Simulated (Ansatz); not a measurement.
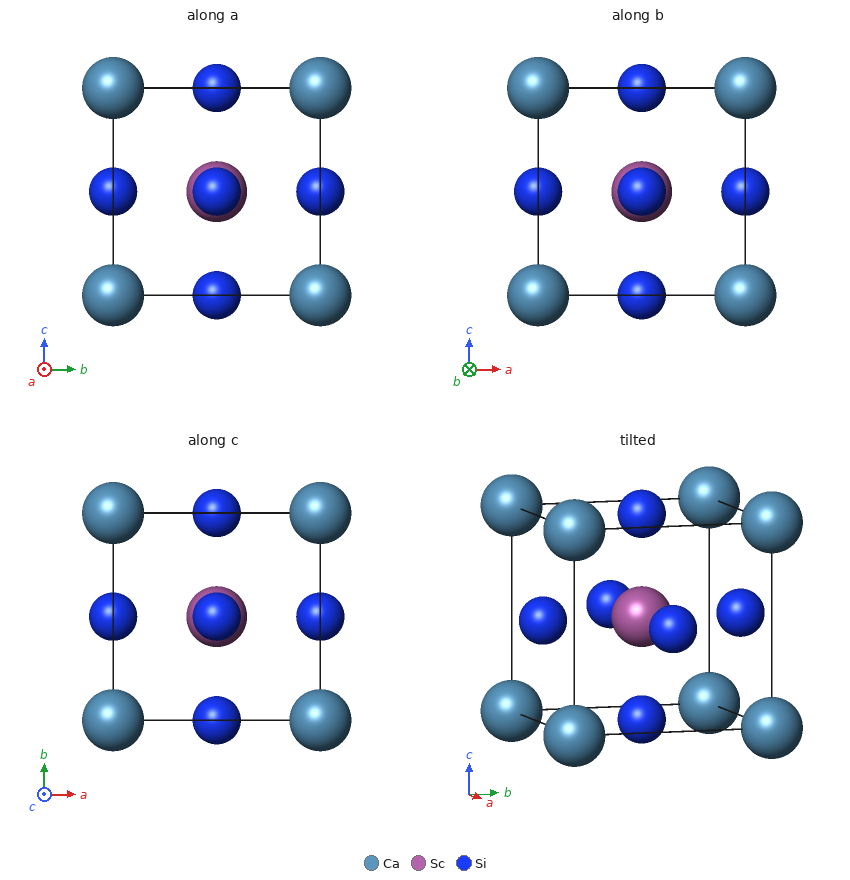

A spheres-only rendering, viewed along the a axis, along the b axis, along the c axis and slightly off an axis. One conventional unit cell is outlined, and atoms on its boundary appear in each equivalent place.

Lattice parameters: a = 4.9848 Å, b = 4.9848 Å, c = 4.9848 Å, α = 90.000°, β = 90.000°, γ = 90.000°.

Give the structure in the form of a CIF in P1 with every atom of the cell.

```cif
data_structure
_symmetry_space_group_name_H-M 'P 1'
_symmetry_Int_Tables_number 1
_cell_length_a 4.9848
_cell_length_b 4.9848
_cell_length_c 4.9848
_cell_angle_alpha 90.000
_cell_angle_beta 90.000
_cell_angle_gamma 90.000
_cell_volume 123.87
loop_
_atom_site_label
_atom_site_type_symbol
_atom_site_fract_x
_atom_site_fract_y
_atom_site_fract_z
_atom_site_occupancy
Ca1 Ca 0.0000 0.0000 0.0000 1
Sc1 Sc 0.5000 0.5000 0.5000 1
Si1 Si 0.0000 0.5000 0.5000 1
Si2 Si 0.5000 0.0000 0.5000 1
Si3 Si 0.5000 0.5000 0.0000 1
```

The initial geometry was a structure type filled with these elements by a generator (whether the compound takes this form wasn't checked). This is the structure after a relaxation with Ansatz 0.2.0, DFT PBE, scalar-relativistic, plane waves, PAW.
